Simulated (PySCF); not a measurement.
**C$_{2}$H$_{10}$O$_{2}$Si$_{3}$ (charge +1, doublet): density, localisation and related maps**

```xyz
17

C    -2.9619    0.6062   -0.2242
C    -1.4906    0.5427   -0.1357
O    -0.8347    1.7272   -0.2566
Si   -0.3632   -0.8947    0.1138
O     1.1115    0.1337    0.0771
Si    0.7757    1.8207   -0.1802
Si    2.6949   -0.5354    0.3084
H    -3.2732    0.9963   -1.1960
H    -3.3612    1.2989    0.5195
H    -3.3951   -0.3769   -0.0760
H    -0.2646   -1.4821    1.4429
H    -0.1091   -1.7852   -1.0109
H     1.3428    2.0980   -1.4819
H     1.1976    2.4609    1.0462
H     2.6304   -1.0252    1.6757
H     3.5403    0.6270    0.0983
H     2.7534   -1.5505   -0.7303
```

Geometry: GFN2-xTB.

All numbers below come from UKS B3LYP, pcH-1 on C H O Si, non-relativistic, mean-field spin-orbit, GIAO (PySCF 2.14.0, density-fitted response routines).

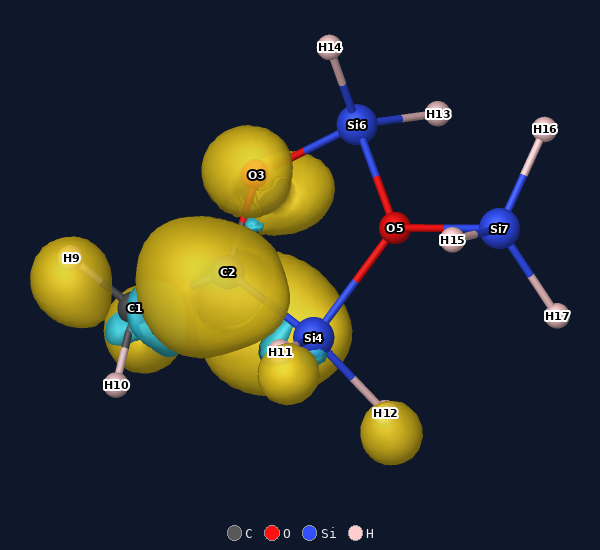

Figure 1. Isosurfaces of the spin density (α minus β) at +0.015 (yellow) and −0.015 e/Å³ (cyan), seen at a tilt.

Question: Where is the unpaired spin?

Answer: The unpaired spin (1 electron) lies mostly on C2 (about 0.5), Si4 (about 0.2) and O3 (about 0.1), in electrons by Hirshfeld's partition.

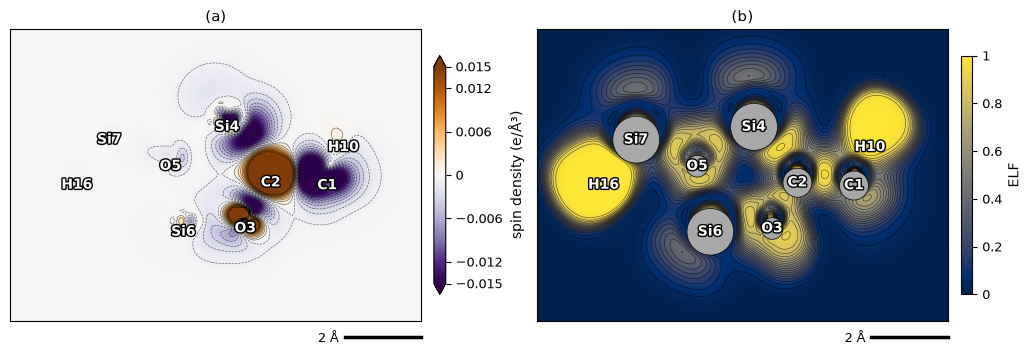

Figure 2. (a) spin density; (b) electron localisation function on the plane of atoms Si4, O5 and Si7. Grey discs cover the atomic cores in the ELF map.

Question: What do the fields say about this system?

Answer: The section cuts through C, O, Si and H sites.
C–O (1.36 Å): the ELF peaks at about 0.85 between the atoms: a shared but strongly polarised pair.
C–C (1.48 Å): the ELF peaks at about 0.90 between the atoms; a covalent bond.
Si–O (1.61 Å): the ELF peaks at about 0.85 between the atoms, as expected for a polar covalent bond.
C–Si (1.84 Å): the ELF peaks at about 0.95 between the atoms; a covalent bond.
C–H (1.08 Å): the ELF climbs to about 1 towards the hydrogen, as it does in any bond to H.
